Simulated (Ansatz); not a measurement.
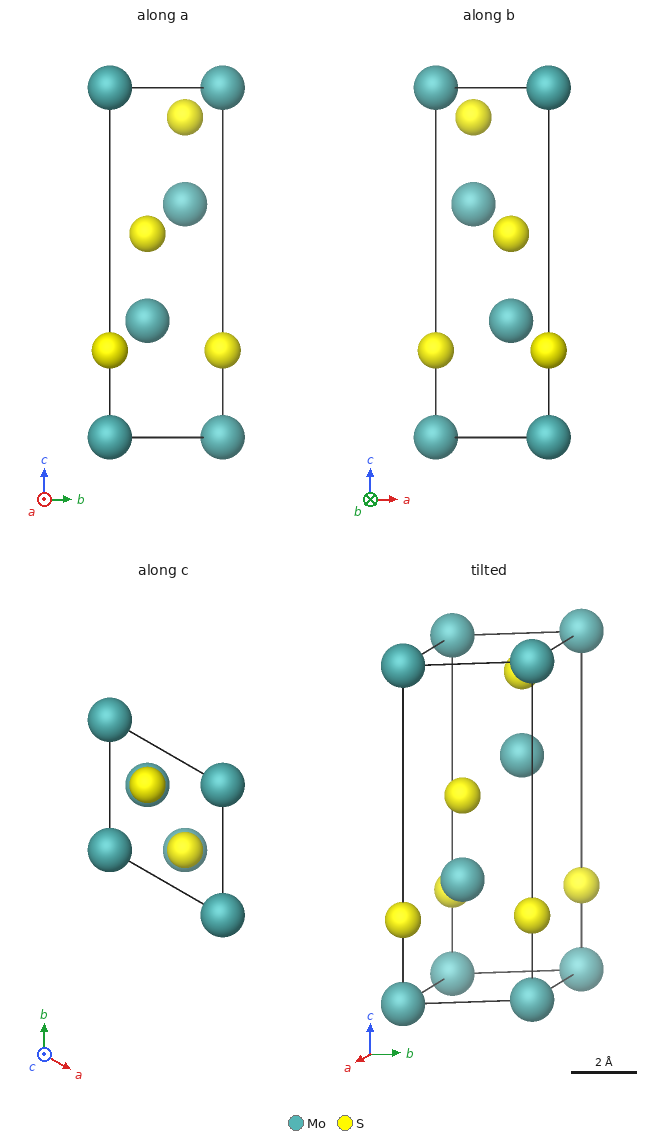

We look at a spheres-only model of the crystal along the a axis, along the b axis, along the c axis and slightly off an axis. One conventional unit cell is framed, with atoms on its boundary repeated.

Lattice parameters: a = 4.049 Å, b = 4.049 Å, c = 10.868 Å, α = 90.00°, β = 90.00°, γ = 120.00°.

Q: Set out the cell and atoms as a table of Wyckoff sites.

A: Space group R3m:H (No. 160).
```tsv
atom	site	x	y	z
Mo	3a	0.0000	0.0000	0.0007
S	3a	0.0000	0.0000	0.2493
```

Origin of the cell: a structure type filled with these elements by a generator (whether the compound takes this form wasn't checked). This is the structure after a relaxation with DFT r2SCAN+U, scalar-relativistic, plane waves, PAW in Ansatz.
